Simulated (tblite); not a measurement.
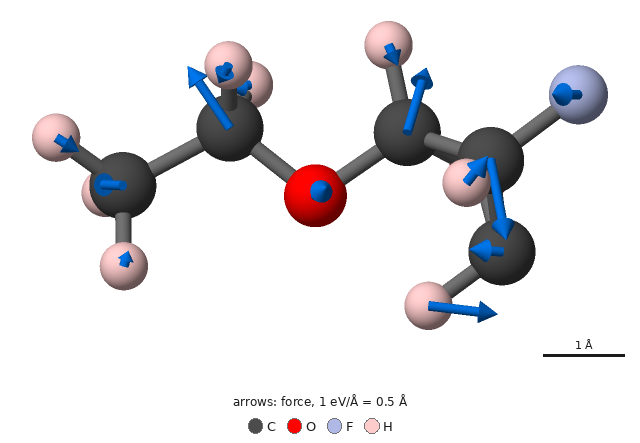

Starting geometry of C₅H₈FO₂ (multiplicity 2) with the computed forces as blue arrows. A ball-and-stick model, seen at a tilt.

Level of theory: tblite, GFN2-xTB geometry optimisation, gas phase. 

Question: Is this structure relaxed? If not, where do the atoms go?

Answer: It isn't relaxed: the largest force vector, on a C atom, is 2.51 eV/Å. The final displacements have little in common with the starting forces (cosine between the two patterns 0.26). The energy falls by 207.5 kJ/mol in 149 geometry steps. The largest moves after the best rigid fit, 1.52 Å, are those of O and H atoms. By element the largest moves are O 1.52 Å, H 1.50 Å, C 0.73 Å, F 0.36 Å. Some distances before and after: C–H 1.136 → 1.071 Å, C–O 1.401 → 1.449 Å, C–C 1.495 → 1.542 Å, C–O 1.380 → 1.426 Å. Among the angles between lasting bonds that change: C–C–H 109.9° → 133.1°, O–C–H 107.0° → 121.4°, F–C–H 117.9° → 106.8°. Groups turn about C–O by about 110°, C–C by about 45°, C–O by about 40°. The run took 0.69 s on 1 thread of Arm Neoverse V2 (shared host).
